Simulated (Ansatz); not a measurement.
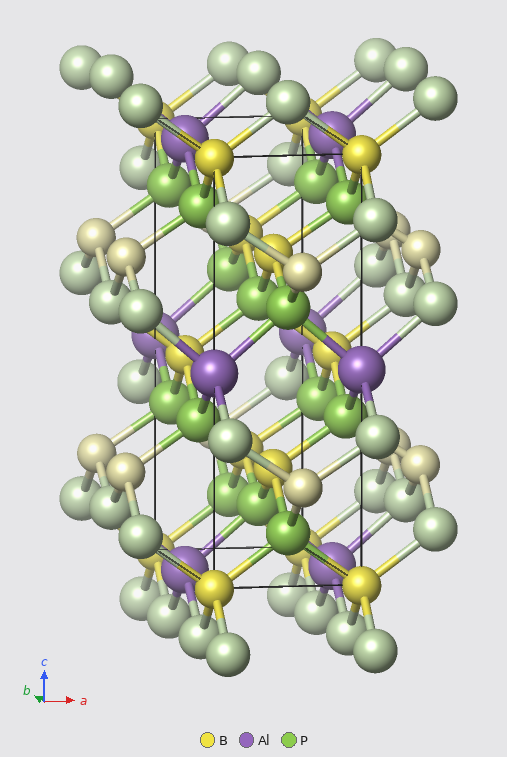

Ball-and-stick representation of a periodic structure, projected slightly off an axis. Atoms at the boundary of the conventional unit cell (the box) are drawn once for each face, edge or corner they touch. Every bond is drawn to its end, so some atoms lie outside the box, in fainter colours.

AlB$_{3}$P$_{4}$, space group Amm2 (No. 38), a = 3.358 Å, b = 6.819 Å, c = 9.713 Å, α = 90.00°, β = 90.00°, γ = 90.00°. The cell started as a structure type filled with these elements by a generator (whether the compound takes this form wasn't checked). Earlier steps of the study, as a rule a relaxation of our own, may have changed the cell and positions, so they can lie some per cent off the listed ones. It was run through Ansatz as a DFT input.

This one geometry was computed with Ansatz (DFT, plane waves, PAW) at four levels of theory: r2SCAN, PBE, PBE0 and HSE06. It was relaxed beforehand with r2SCAN.

Which level gives the highest pressure at this volume, and what does that say about its equilibrium volume?

Highest: PBE (1.1 GPa), which points to the largest equilibrium volume. Lowest, with the smallest volume: PBE0 (-1.0 GPa) and HSE06 (-0.9 GPa). Levels within 0.5 GPa of each other can't be told apart.

How does the band gap change with the level of theory?

PBE: a gap of 0.48 eV, indirect; r2SCAN: a gap of 0.68 eV, indirect; HSE06: a gap of 1.18 eV, indirect; PBE0: a gap of 1.87 eV, indirect.

Collect the results in a table.

| level | cutoff (eV) | k-mesh of the run's cell | gap (eV) | pressure (GPa) |
| --- | --- | --- | --- | --- |
| r2SCAN | 500 | 8×6×6 | 0.68 | 0.0 |
| PBE | 420 | 8×6×6 | 0.48 | 1.1 |
| PBE0 | 420 | 4×4×4 | 1.87 | -1.0 |
| HSE06 | 420 | 4×4×4 | 1.18 | -0.9 |

Gaps are taken on the k-mesh or band path of each run.
